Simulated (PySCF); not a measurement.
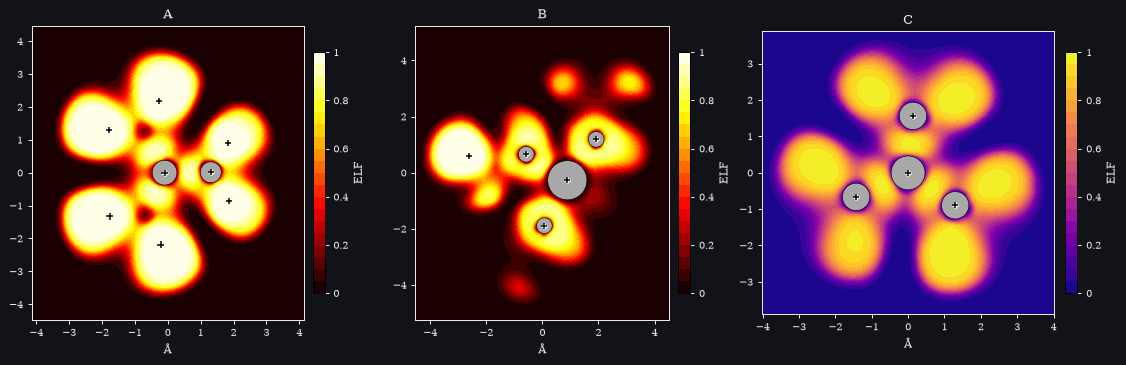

The electron localisation function of 3 systems, each on a plane through atoms (crosses mark nuclei in the plane; grey discs cover the cores).

The calculation used DFT single point, gas phase, functional wB97X in PySCF 2.14.0, density-fitted response routines.

System 1: C3H9N (charge +1, doublet), the plane of atoms H12, N4 and H13. Geometry: PBE0-D3(BJ)/def2-SVP.

| atom | x (Å) | y (Å) | z (Å) |
| --- | --- | --- | --- |
| C | -0.6973 | 1.1787 | 0.3835 |
| C | -0.0314 | 0.0031 | -0.3201 |
| C | 1.3564 | -0.3837 | 0.1746 |
| N | -0.8900 | -1.1080 | -0.4465 |
| H | -0.0552 | 2.0638 | 0.2899 |
| H | -0.8216 | 0.9547 | 1.4539 |
| H | -1.6769 | 1.4256 | -0.0520 |
| H | 0.0943 | 0.3136 | -1.4050 |
| H | 1.7871 | -1.2172 | -0.4000 |
| H | 1.3123 | -0.6610 | 1.2389 |
| H | 2.0282 | 0.4780 | 0.0714 |
| H | -0.5245 | -2.0535 | -0.6011 |
| H | -1.9094 | -0.9975 | -0.4630 |

System 2: C3H11O3Si (SMILES CO[SiH2-](OC)OC) (charge −1), the plane of atoms O2, Si3 and O6. Geometry: PBE0-D3(BJ)/ma-def2-SVP.

```xyz
18

C     1.9770   -0.8040    0.2102
O     0.6009   -0.8905    0.1406
Si   -0.5146    0.1925    0.9080
O    -1.7266   -1.0942    1.1646
C    -2.2938   -1.7302    0.0873
O     0.5556    1.6546    0.7962
C     0.7604    2.2869   -0.4044
H     2.4315   -1.0775   -0.7645
H     2.3265    0.2106    0.4804
H     2.3918   -1.5054    0.9669
H    -1.4403    0.8428   -0.1243
H    -2.5831   -1.0186   -0.7235
H    -1.6129   -2.4761   -0.3783
H    -3.2171   -2.2675    0.3913
H     1.0263    3.3546   -0.2504
H     1.5845    1.8359   -1.0064
H    -0.1454    2.2639   -1.0551
H    -0.4024    0.3258    2.4023
```

System 3: C3H9B (trimethylborane), the plane of atoms C1, B2 and C4. Geometry: PBE0-D3(BJ)/def2-SVP.

```
atom    x (Å)    y (Å)    z (Å)
   C  -0.3262   1.5186   0.2828
   B  -0.0065  -0.0131   0.1176
   C   1.4840  -0.5092   0.2167
   C  -1.1690  -1.0233  -0.2048
   H   0.5179   2.1910   0.0664
   H  -0.5597   1.6500   1.3585
   H  -1.2215   1.8542  -0.2631
   H   1.9144  -0.3618  -0.7937
   H   1.6092  -1.5739   0.4635
   H   2.1039   0.1036   0.8901
   H  -1.1850  -1.1076  -1.3099
   H  -1.0062  -2.0427   0.1766
   H  -2.1700  -0.6704   0.0868
```

**Match each panel to its system.**

Panel A is system 1, C3H9N: the plane holds C, N and H. C–N (1.41 Å): the ELF peaks at about 0.95 between the atoms: localised, covalent bonding. Panel B is system 2, C3H11O3Si: the plane holds O, Si and H. Si–O (1.73 Å): the ELF peaks at about 0.90 between the atoms; a polar covalent bond. Panel C is system 3, C3H9B: the plane holds C and B. C–B (1.57 Å): the ELF peaks at about 1 between the atoms: a shared electron pair.
